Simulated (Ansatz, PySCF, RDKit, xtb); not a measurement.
# SnSiNHF2: from the formula to a structure

Only the formula SnSiNHF2 is given. Aim: find the structure of lowest free energy at 298.15 K, then its properties.

Plan: many cheap relaxations first (GFN2-xTB), then density-functional screening, relaxation at B3LYP-D3(BJ)/def2-SVP, vibrations and a final energy. The numbers are computed, not measured.

6 further runs of the same task are left out: 6 set aside as unsound or not needed.

### 1 Candidates

All bonding patterns within simple valence rules are listed by program: one Lewis structure each, at most two rings and one unusual centre or charged pair. O–O, O–halogen and N–halogen bonds and N–N–N chains are not drawn. That gives 37 candidates.

c033 [F][Sn]1([F])[N]=[SiH]1; c095 [NH]=[Sn]([F])[Si]F (triplet); c117 [F][Sn]1([F])[NH][Si]1 (triplet); c136 [F][Sn]([F])=[N][SiH]; c166 F[Si]1(F)[N]=[SnH]1; c196 [N]#[Sn][SiH](F)F; c203 N=[Si](F)[Sn][F]; c287 N=[Si]=[Sn]([F])[F]; c299 F[Si]/[N]=[SnH]\[F]; c410 F[Si](F)=[N][SnH] (triplet); c417 [F][Sn]([F])=[N][SiH] (triplet); c459 [NH]=[Sn]([F])[Si]F; c497 F[SiH](F)[N]=[Sn] (triplet); c540 F[Si]1(F)[NH][Sn]1 (triplet); c545 N#[Si-](F)[SnH+][F]; c570 [N]#[Sn-]([F])[SiH+]F; c585 F[Si]/[N]=[SnH]/[F]; c589 F/[SiH]=[N]\[Sn][F] (triplet); c600 [NH]=[Sn]=[Si](F)F; c616 N#[Si][SnH]([F])[F]; c619 F[Si]1=[N][Sn@@H]1[F]; c661 N=[Si](F)[Sn][F] (triplet); c664 [F][SnH]([F])[N]=[Si]; c683 F[Si]1=[Sn]([F])[NH]1; c699 F[SiH](F)[N]=[Sn]; c728 F[Si@@H]1[N]=[Sn]1[F]; c741 [N]#[SnH-][Si+](F)F; c769 F/[SiH]=[N]/[Sn][F]; c807 N#[SiH-][Sn+]([F])[F]; c817 F[Si]/[N]=[SnH]/[F] (triplet); c899 [F][Sn]1([F])[NH][Si]1; c907 F[Si](F)=[N][SnH]; c908 F[Si]/[N]=[SnH]\[F] (triplet); c912 F/[SiH]=[N]/[Sn][F] (triplet); c930 [F][SnH]([F])[N]=[Si] (triplet); c948 F/[SiH]=[N]\[Sn][F]; c974 F[Si]1(F)[NH][Sn]1.

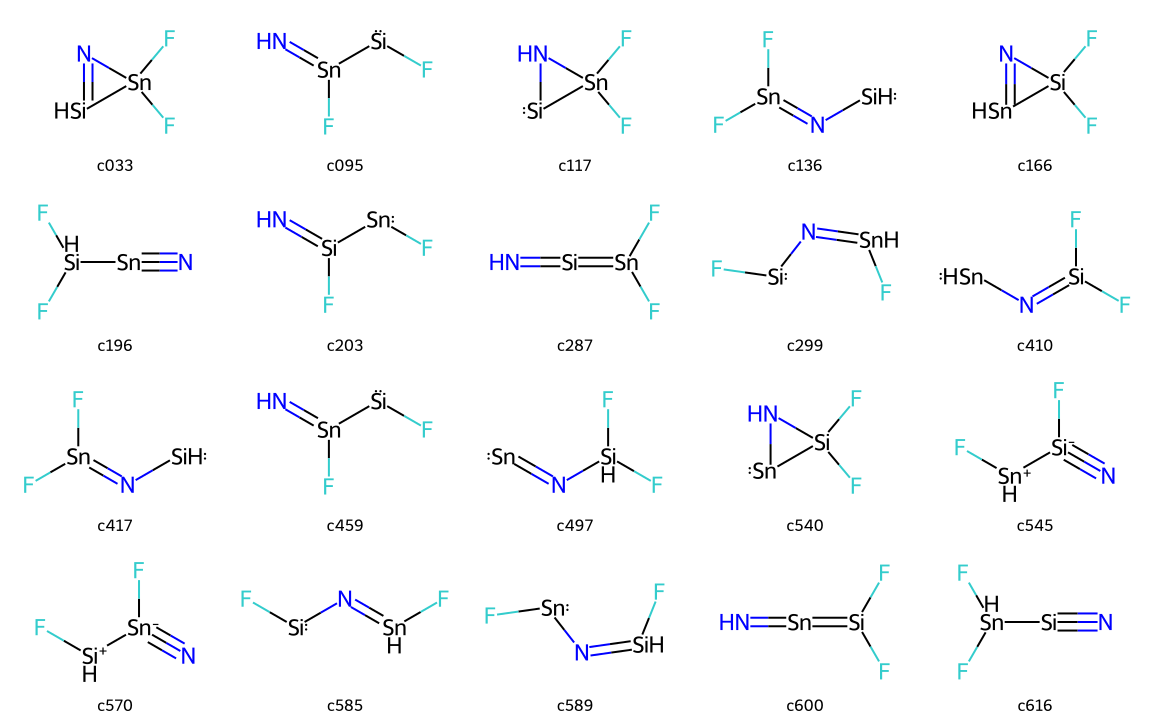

Structural formulas of the candidates (the first 20).

Candidates are built by distance geometry, with a force field where one applies, in up to four conformers (letters a to d). 8 starts with atoms placed at random are added, to find patterns that the rules miss.

### 2 First filter: tight binding

All 69 starts are relaxed the same way. One of them, c974a (enumerated, embedded by distance geometry and UFF), in full:

The input, start.xyz:

```xyz
6
c974a
F     -1.290652     1.039491    -1.238625
F     -0.701463    -0.141664    -3.851618
N     -0.106916     2.572811    -3.277577
Si    -0.364502     0.973075    -2.621314
Sn     1.861430     2.201183    -2.705947
H     -0.515674     3.280490    -2.664847
```

Started as:

```
xtb start.xyz --gfn 2 --opt
```

Log, shortened:

```text
* xtb version 6.7.1
[...]
          :  # basis functions                  33          :
[...]
          :  # electrons                        28          :
[...]
          :  Hamiltonian                  GFN2-xTB          :
[...]
          :  net charge                          0          :
          :  unpaired electrons                  0          :
[...]
   *** convergence criteria satisfied after 18 iterations ***
[...]
   *** GEOMETRY OPTIMIZATION CONVERGED AFTER 17 ITERATIONS ***
[...]
   *** convergence criteria satisfied after 3 iterations ***
[...]
         ::                     SUMMARY                     ::
         :::::::::::::::::::::::::::::::::::::::::::::::::::::
         :: total energy             -16.855300673027 Eh    ::
         :: gradient norm              0.000689362868 Eh/a0 ::
         :: HOMO-LUMO gap              2.098430624421 eV    ::
         ::.................................................::
         :: SCC energy               -16.914578950127 Eh    ::
         :: -> isotropic ES            0.051553561789 Eh    ::
         :: -> anisotropic ES          0.001671733241 Eh    ::
         :: -> anisotropic XC         -0.005944303317 Eh    ::
         :: -> dispersion             -0.004537659245 Eh    ::
         :: repulsion energy           0.059278277100 Eh    ::
         :: add. restraining           0.000000000000 Eh    ::
         :: total charge               0.000000000000 e     ::
         :::::::::::::::::::::::::::::::::::::::::::::::::::::
[...]
        14        2.0000           -0.3601273              -9.7996 (HOMO)
        15                         -0.2830114              -7.7011 (LUMO)
[...]
          | TOTAL ENERGY              -16.855300673027 Eh   |
          | GRADIENT NORM               0.000689362868 Eh/α |
          | HOMO-LUMO GAP               2.098430624421 eV   |
           -------------------------------------------------
[...]
```

It took 0.15 s on 1 thread of Intel Xeon Platinum 8259CL at 2.50GHz (Skylake/Cascade Lake), shared host.

### 3 The minima found

69 of the 69 relaxations converged; 21 ended on a minimum already found. 48 distinct structures remain, the lowest 22 here:

| label | start | SMILES after | spin | energy (kcal/mol) | note |
| --- | --- | --- | --- | --- | --- |
| c699a | drawn | F[SiH](F)[N]=[Sn] | singlet | 0.0 |  |
| c573 | random and drawn | [F][SiH][N][Sn][F] ‡ | singlet | 5.6 |  |
| c203a | drawn and random | [NH][Si][Sn]([F])[F] ‡ | singlet | 5.6 | bonds changed |
| c948b | drawn | F/[SiH]=[N]\[Sn][F] | singlet | 6.0 |  |
| c465 | random | [NH][Si][Sn]([F])[F] ‡ | singlet | 7.3 |  |
| c683a | drawn and random | [F][Si]1[NH][Sn]1[F] ‡ | singlet | 8.3 |  |
| c203b | drawn | [F][Si][NH][Sn][F] ‡ | singlet | 9.1 | bonds changed |
| c166a | drawn | F[Si](F)=[N][SnH] | singlet | 18.7 | bonds changed |
| c907a | drawn | F[Si](F)=[N][SnH] | singlet | 19.3 |  |
| c974a | drawn | F[Si]1(F)[NH][Sn]1 | singlet | 21.2 |  |
| c136a | drawn | [F][Sn][F].[N][SiH] ‡ | singlet | 26.3 | loosely bound |
| c807a | drawn | [F][Sn][F].[N][SiH] ‡ | singlet | 30.8 | fell apart |
| c600a | drawn | [NH][Sn][Si]([F])[F] ‡ | singlet | 33.9 |  |
| c459a | drawn | [NH][Sn][Si]([F])[F] ‡ | singlet | 34.0 | bonds changed |
| c768 | random | [F][Sn][F].[N][SiH] ‡ | singlet | 38.7 | fell apart |
| c619a | drawn | [F][SnH].[N][Si][F] ‡ | singlet | 51.0 | fell apart |
| c545a | drawn | [F][SnH].[N][Si][F] ‡ | singlet | 51.0 | fell apart |
| c299a | drawn | [F][SnH].[N][Si][F] ‡ | singlet | 51.2 | fell apart |
| c174 | random | [FH].[F][Sn][N][Si] ‡ | singlet | 54.0 | fell apart |
| c993 | random | [FH].[F][Sn][N][Si] ‡ | singlet | 55.3 | fell apart |
| c585a | drawn | [F][SnH].[N][Si][F] ‡ | singlet | 56.4 | fell apart |
| c540a | drawn | F[Si]1(F)[NH][Sn]1 | triplet | 65.4 |  |

‡ marks the bonded skeleton alone, with all bonds drawn single: no Lewis structure was assigned that passes a check against the bond lengths.

GFN2-xTB has no spin polarisation, so it can't rank spin states and is rough for open shells.

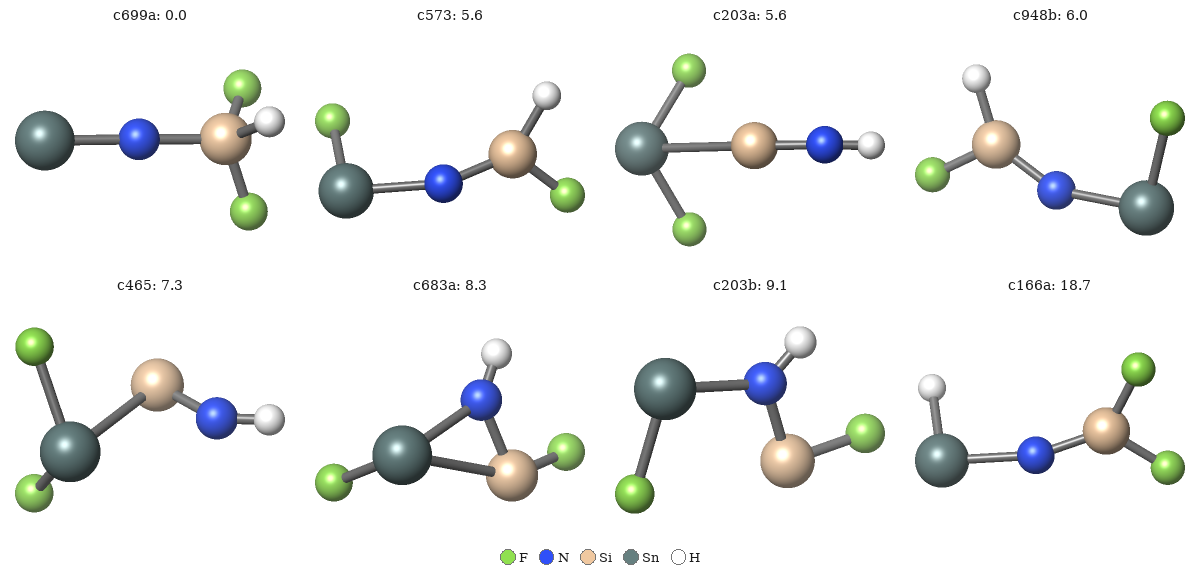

The 8 lowest minima that did not fall apart, with their GFN2-xTB energies in kcal/mol.

### 4 Single points on the low minima

A choice of the minima (the low ones first, few conformers of a pattern, up to a cap) and the lowest that fell apart get a single point at r2SCAN-D4/def2-SVP on the tight-binding geometry, and one at HF/STO-3G for comparison. The lowest singlets are also tried as triplets at the same geometry (label ending in t). The first, c699a:

The input, input.yaml:

```yaml
crystal:
  periodic: [false, false, false]
  atoms:
    - {symbol: F, position_ang: [1.124235, 1.178485, -3.872025]}
    - {symbol: F, position_ang: [1.359107, -0.153137, -1.795018]}
    - {symbol: "N", position_ang: [1.860099, 2.506747, -1.624396]}
    - {symbol: Si, position_ang: [0.872774, 1.281979, -2.298487]}
    - {symbol: Sn, position_ang: [3.005293, 3.779511, -0.929315]}
    - {symbol: H, position_ang: [-0.543430, 1.401328, -2.060299]}
basis:
  gaussian: {orbitals: def2-SVP}
hamiltonian: {xc: r2scan, dispersion: d4}
scf: {lower_state_search: off}
output: {orbitals: {seedname: orbitals}}
```

Started as:

```
ansatz run input.yaml --threads 1 --pin off --max-ram 2610MiB --events-out events.jsonl --progress --plain --runs-dir runs
```

Log, shortened:

```text
Warning: RAYON_NUM_THREADS=1 ignored (pool sized by the plan → 1); use --threads N
Functional definition: r2SCAN
  name "r2SCAN"
[...]
1013 factors; their error is unknown
[...]
mean field -20643.06256814 eV, -758.6185570086 hartree, gradient 5.8e-7 eV, S^2 0.000000; 0 other end points of the search recorded, 0 dependent functions left out
reference -20643.06257772 eV, -758.6185573608 hartree; 31, 31 occupied and 60, 60 virtual orbitals, 1013 factors
Total energy: -20643.10272751 eV, -758.6200328385 hartree
Checks for a lower state left out: stability, starts, cluster_reference, orbital_swaps, neighbouring_geometries, increment
```

It took 2.7 s on 1 thread of Intel Xeon Platinum 8259CL at 2.50GHz (Skylake/Cascade Lake), shared host.

Relative energies in kcal/mol, each column from its lowest structure that stays in one piece:

| label | SMILES | spin | GFN2-xTB | HF/STO-3G | r2SCAN-D4/def2-SVP |
| --- | --- | --- | --- | --- | --- |
| c699a | F[SiH](F)[N]=[Sn] | singlet | 0.0 | 0.0 | 0.0 |
| c974a | F[Si]1(F)[NH][Sn]1 | singlet | 21.2 | 6.4 | 12.1 |
| c203b | [F][Si][NH][Sn][F] ‡ | singlet | 9.1 | 18.9 | 28.0 |
| c683a | [F][Si]1[NH][Sn]1[F] ‡ | singlet | 8.3 | 36.9 | 34.6 |
| c573 | [F][SiH][N][Sn][F] ‡ | singlet | 5.6 | 68.4 | 41.6 |
| c948b | F/[SiH]=[N]\[Sn][F] | singlet | 6.0 | 71.9 | 43.6 |
| c166a | F[Si](F)=[N][SnH] | singlet | 18.7 | 66.1 | 44.4 |
| c907a | F[Si](F)=[N][SnH] | singlet | 19.3 | 71.4 | 46.9 |
| c974at | F[Si]1(F)[NH][Sn]1 | triplet | – | – | 59.8 |
| c600a | [NH][Sn][Si]([F])[F] ‡ | singlet | 33.9 | 64.2 | 67.4 |
| c459a | [NH][Sn][Si]([F])[F] ‡ | singlet | 34.0 | 67.2 | 67.5 |
| c699at | F[SiH](F)[N]=[Sn] | triplet | – | – | 68.4 |
| c203a | [NH][Si][Sn]([F])[F] ‡ | singlet | 5.6 | 105.5 | 71.3 |
| c465 | [NH][Si][Sn]([F])[F] ‡ | singlet | 7.3 | 113.3 | 73.7 |
| c203bt | [F][Si][NH][Sn][F] ‡ | triplet | – | – | 86.7 |
| c136a | [F][Sn][F].[N][SiH] ‡ | singlet | 26.3 | 159.0 | 112.0 |
| c807a | [F][Sn][F].[N][SiH] ‡ | singlet | 30.8 | 199.8 | 131.0 |

‡ marks the bonded skeleton alone, with all bonds drawn single: no Lewis structure was assigned that passes a check against the bond lengths.

### 5 Patterns that tight binding lost

Some ordinary bonding patterns rearranged or fell apart under GFN2-xTB. Their starts are relaxed at r2SCAN-D4/def2-SVP instead (label ending in r). The first, c033ar:

The input, input.yaml:

```yaml
crystal:
  periodic: [false, false, false]
  atoms:
    - symbol: F
      position_ang: [-2.238002, 1.273472, -1.407110]
    - symbol: F
      position_ang: [-0.670933, -0.566748, -3.762209]
    - symbol: N
      position_ang: [0.983755, 1.475580, -1.782623]
    - symbol: Si
      position_ang: [0.590754, 2.700326, -2.951629]
    - symbol: Sn
      position_ang: [-0.845851, 1.145485, -2.757496]
    - symbol: H
      position_ang: [0.998205, 3.909186, -3.644917]
basis:
  gaussian: {orbitals: def2-SVP}
hamiltonian: {xc: r2scan, dispersion: d4}
scf: {lower_state_search: "off"}
relax: {f_tol: 0.01}
output: {orbitals: {seedname: orbitals}}
```

Started as:

```
ansatz run input.yaml --threads 1 --pin off --max-ram 2610MiB --events-out events.jsonl --progress --plain --runs-dir runs
```

Log, shortened:

```text
Warning: RAYON_NUM_THREADS=1 ignored (pool sized by the plan → 1); use --threads N
[...]
[... 2 set-up lines as earlier in the session ...]
[...]
1013 factors; their error is unknown
[...]
mean field -20636.83093406 eV, -758.3895486802 hartree, gradient 6.8e-6 eV, S^2 0.000000; 0 other end points of the search recorded, 0 dependent functions left out
[...]
reference -20636.83094547 eV, -758.3895490995 hartree; 31, 31 occupied and 60, 60 virtual orbitals, 1013 factors
[...]
Atom 2 at     0.940973     1.603411    -1.908353 Å, force     0.000770     0.001808    -0.000981 eV/Å
Atom 3 at     0.795788     2.826746    -2.944389 Å, force     0.000362    -0.001011     0.000725 eV/Å
Atom 4 at    -1.079235     1.171036    -2.941691 Å, force    -0.002499    -0.003526     0.001341 eV/Å
Atom 5 at     1.238919     4.091840    -3.615438 Å, force    -0.000452    -0.001038     0.000673 eV/Å
Dipole moment:     0.337120     1.193391    -0.687382 e Å
Checks for a lower state left out: stability, starts, cluster_reference, orbital_swaps, neighbouring_geometries, increment
```

Wall time 36 s (1 thread of Intel Xeon Platinum 8259CL at 2.50GHz (Skylake/Cascade Lake), shared host).

Energies at r2SCAN-D4/def2-SVP after that relaxation, from the lowest structure of the screen (which was not relaxed at this level):

```
 label                   SMILES     spin  energy (kcal/mol)
c033ar  [F][Sn]1([F])[N]=[SiH]1  singlet              115.3
```

### 6 Third filter: density-functional geometries

3 candidates are relaxed at B3LYP-D3(BJ)/def2-SVP (chosen among the lowest in one piece). The first, c699a:

The input, input.yaml:

```yaml
crystal:
  periodic: [false, false, false]
  atoms:
    - {symbol: F, position_ang: [1.124235, 1.178485, -3.872025]}
    - {symbol: F, position_ang: [1.359107, -0.153137, -1.795018]}
    - {symbol: "N", position_ang: [1.860099, 2.506747, -1.624396]}
    - {symbol: Si, position_ang: [0.872774, 1.281979, -2.298487]}
    - {symbol: Sn, position_ang: [3.005293, 3.779511, -0.929315]}
    - {symbol: H, position_ang: [-0.543430, 1.401328, -2.060299]}
basis:
  gaussian:
    orbitals: def2-SVP
hamiltonian:
  xc: {name: B3LYP}
  dispersion: d3bj
scf:
  lower_state_search: off
relax:
  f_tol: 0.003
```

Started as:

```
ansatz run input.yaml --threads 1 --pin off --max-ram 2610MiB --events-out events.jsonl --progress --plain --runs-dir runs
```

Log, shortened:

```text
Warning: RAYON_NUM_THREADS=1 ignored (pool sized by the plan → 1); use --threads N
[...]
Functional definition: B3LYP
  name "B3LYP"
[...]
1034 factors; integrals over basis functions are off by at most 5.6e-4 eV
[...]
mean field -20647.07334148 eV, -758.7659502106 hartree, gradient 2.1e-6 eV, S^2 0.000000; 0 other end points of the search recorded, 0 dependent functions left out
[...]
Atom 2 at     1.858224     2.491269    -1.631206 Å, force    -0.000147     0.000020     0.000033 eV/Å
Atom 3 at     0.905810     1.272752    -2.307169 Å, force     0.000150    -0.000204    -0.000143 eV/Å
Atom 4 at     3.000647     3.805607    -0.914864 Å, force     0.000062     0.000079     0.000023 eV/Å
Atom 5 at    -0.541530     1.418604    -2.050400 Å, force     0.000255    -0.000039    -0.000051 eV/Å
Dipole moment:     0.427151     0.875582     0.514771 e Å
Checks for a lower state left out: stability, starts, cluster_reference, orbital_swaps, neighbouring_geometries, increment
```

Wall time 26 s (1 thread of Intel Xeon Platinum 8259CL at 2.50GHz (Skylake/Cascade Lake), shared host).

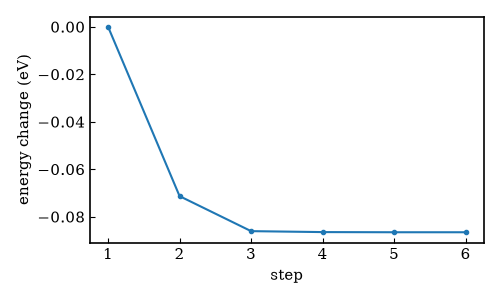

Energy along the run, all evaluated steps.

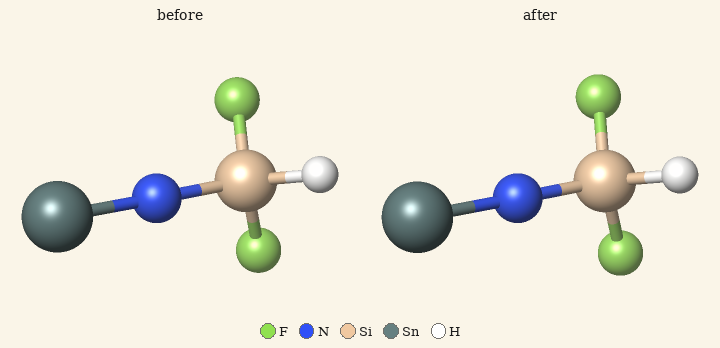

Before and after, at one scale.

After the run. Bond lengths: F1–Si4 1.623 Å, F2–Si4 1.623 Å, N3–Si4 1.688 Å, N3–Sn5 1.883 Å, Si4–H6 1.477 Å. Angles: F1–Si4–F2 104.9°, F1–Si4–N3 111.2°, F2–Si4–N3 111.2°, Si4–N3–Sn5 177.0°, F1–Si4–H6 107.3°, F2–Si4–H6 107.3°, N3–Si4–H6 114.3°.

### 7 The relaxed candidates

| label | spin | r2SCAN-D4/def2-SVP (kcal/mol) | B3LYP-D3(BJ)/def2-SVP, relaxed (kcal/mol) | time |
| --- | --- | --- | --- | --- |
| c699a | singlet | 0.0 | 0.0 | 26 s |
| c974a | singlet | 12.1 | 7.4 | 44 s |
| c203b | singlet | 28.0 | 17.8 | 35 s |

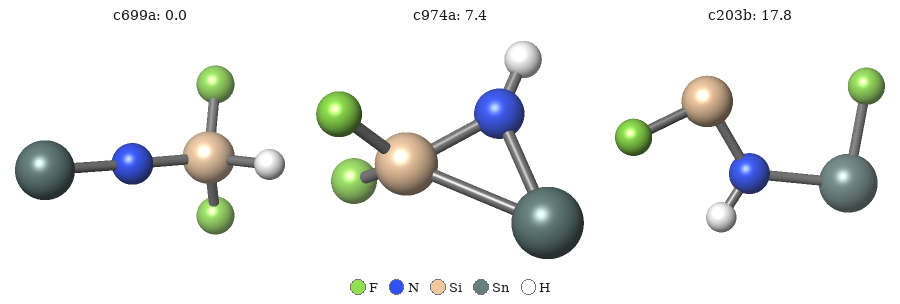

The relaxed structures, with energies at B3LYP-D3(BJ)/def2-SVP in kcal/mol.

### 8 Vibrations and thermal terms

The lowest few in one piece go on as finalists. Harmonic vibrations at B3LYP-D3(BJ)/def2-SVP test each finalist and give the zero-point energy and the thermal terms. The first, c699a:

The input, input.yaml:

```yaml
crystal:
  periodic: [false, false, false]
  atoms:
    - {symbol: F, position_ang: [1.106084, 1.195993, -3.915562]}
    - {symbol: F, position_ang: [1.348843, -0.189312, -1.760338]}
    - {symbol: "N", position_ang: [1.858224, 2.491269, -1.631206]}
    - {symbol: Si, position_ang: [0.905810, 1.272752, -2.307169]}
    - {symbol: Sn, position_ang: [3.000647, 3.805607, -0.914864]}
    - {symbol: H, position_ang: [-0.541530, 1.418604, -2.050400]}
basis:
  gaussian: {orbitals: def2-SVP}
hamiltonian: {xc: {name: B3LYP}, dispersion: d3bj}
phonons: {}
scf: {lower_state_search: off}
```

Started as:

```
ansatz run input.yaml --threads 1 --pin off --max-ram 2610MiB --events-out events.jsonl --progress --plain --runs-dir runs
```

Log, shortened:

```text
Warning: RAYON_NUM_THREADS=1 ignored (pool sized by the plan → 1); use --threads N
[... 2 set-up lines as earlier in the session ...]
[...]
1034 factors; integrals over basis functions are off by at most 4.3e-4 eV
[...]
mean field -20647.16162227 eV, -758.7691944698 hartree, gradient 5.8e-6 eV, S^2 0.000000; 0 other end points of the search recorded, 0 dependent functions left out
[...]
Atom 4 at     3.000647     3.805607    -0.914864 Å, force     0.000067     0.000083     0.000025 eV/Å
Atom 5 at    -0.541530     1.418604    -2.050400 Å, force     0.000253    -0.000040    -0.000054 eV/Å
Dipole moment:     0.427151     0.875582     0.514770 e Å
Vibrations: 60.20 74.88 257.80 312.50 371.03 471.67 833.55 836.45 887.02 951.18 1189.75 2295.43 cm⁻¹, zero-point energy 0.529504 eV
Checks for a lower state left out: stability, starts, cluster_reference, orbital_swaps, neighbouring_geometries, increment
```

It took 2.3 min on 1 thread of Intel Xeon Platinum 8259CL at 2.50GHz (Skylake/Cascade Lake), shared host.

### 9 Thermal terms of the finalists

At 298.15 K and 1 atm, ideal gas, rigid rotor and harmonic oscillator:

| label | SMILES | spin | point group | lowest mode (cm⁻¹) | zero-point (kcal/mol) | G − E (kcal/mol) |
| --- | --- | --- | --- | --- | --- | --- |
| c699a | F[SiH](F)[N]=[Sn] | singlet | Cs | 60 | 12.2 | -8.6 |
| c974a | F[Si]1(F)[NH][Sn]1 | singlet | Cs | 113 | 13.4 | -6.6 |
| c203b | [F][Si][NH][Sn][F] ‡ | singlet | Cs | 69 | 12.4 | -8.9 |

‡ marks the bonded skeleton alone, with all bonds drawn single: no Lewis structure was assigned that passes a check against the bond lengths.

(Part 1 of 2 ends here.)
